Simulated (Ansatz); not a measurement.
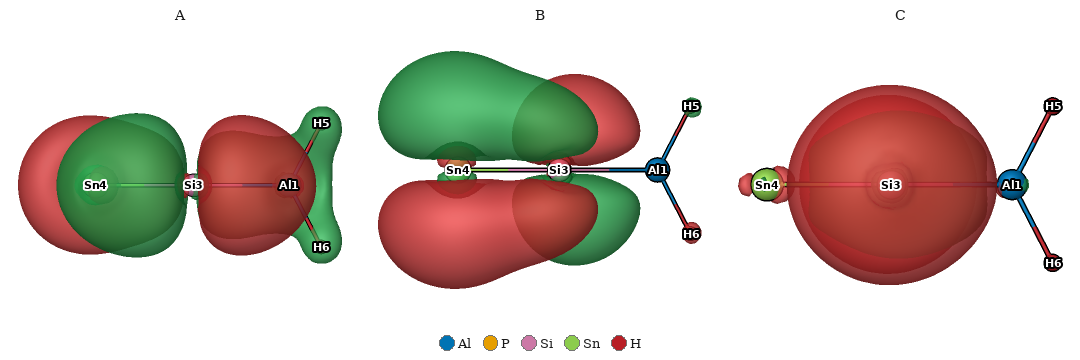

Figure 1: AlH2PSiSn. Three frontier orbitals at ±0.06 Å⁻³ᐟ² (green and red are the two phases), in no order.

Geometry: PBE0-D3(BJ)/def2-SVP; core potentials replace the inner electrons of Sn.

All numbers below come from isolated molecule in a Gaussian basis; Kohn-Sham density functional theory, functional PBE0 (Ansatz 0.2.0).

The calculation's input:

```
basis:
  gaussian:
    orbitals: def2-TZVPD
crystal:
  periodic: [false, false, false]
  atoms:
    - symbol: Al
      position_ang: [-0.266933, 0.101276, 0.985976]
    - symbol: P
      position_ang: [1.446920, 0.637994, -0.636976]
    - symbol: Si
      position_ang: [-0.630262, 0.191646, -1.469725]
    - symbol: Sn
      position_ang: [1.288764, 0.778182, -3.092073]
    - symbol: H
      position_ang: [-0.787551, 1.370334, 1.786619]
    - symbol: H
      position_ang: [-0.120499, -1.361352, 1.587530]
output: {forces: true, orbitals: {seedname: orbitals}}
hamiltonian:
  xc: pbe0
magnetization:
  spin_polarized: false
```

Command:

```sh
ansatz run input.yaml --threads 1 --pin off --max-ram 2610MiB --events-out events.jsonl --progress --plain --runs-dir runs
```

### Order the three orbitals by energy and name them.

C is the HOMO−1 (−7.23 eV). By Hirshfeld shares it lies mainly on Si3 (about 45 %) and P2 (about 45 %). A is the HOMO (−6.48 eV). Its weight (Hirshfeld) is mainly on Si3 (about 35 %), Sn4 (about 35 %), Al1 (about 15 %) and P2 (about 15 %). B is the LUMO (−2.92 eV). Its weight (Hirshfeld) is mainly on Sn4 (about 50 %), P2 (about 30 %) and Si3 (about 15 %); π-antibonding (π*) across Sn4–P2.

### What is the HOMO–LUMO gap?

3.56 eV between the orbital energies.
